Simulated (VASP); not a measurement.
Band structure of Co (space group P6_3/mmc). Method: PBE GGA, VASP's PBE PAW potentials (set 64) (plane waves; VASP 6.6.1).

The run has a spin-polarised start.

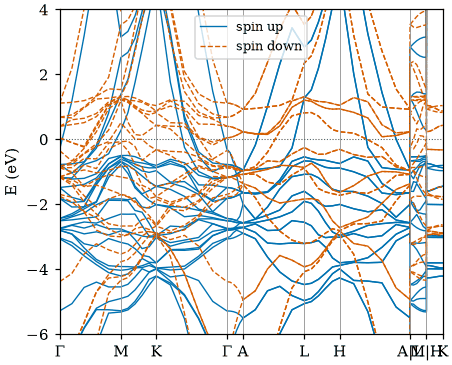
*Bands along high-symmetry lines, zero at the valence-band maximum or, without a gap, the Fermi level*

Q: Read the plot: is there a gap, and where are the band edges?

A: It has no gap at this level: it comes out as a metal or semimetal.

The structure comes from a computed database's Co entry; how it stands against other phases isn't given here. The cell was not relaxed at this level.
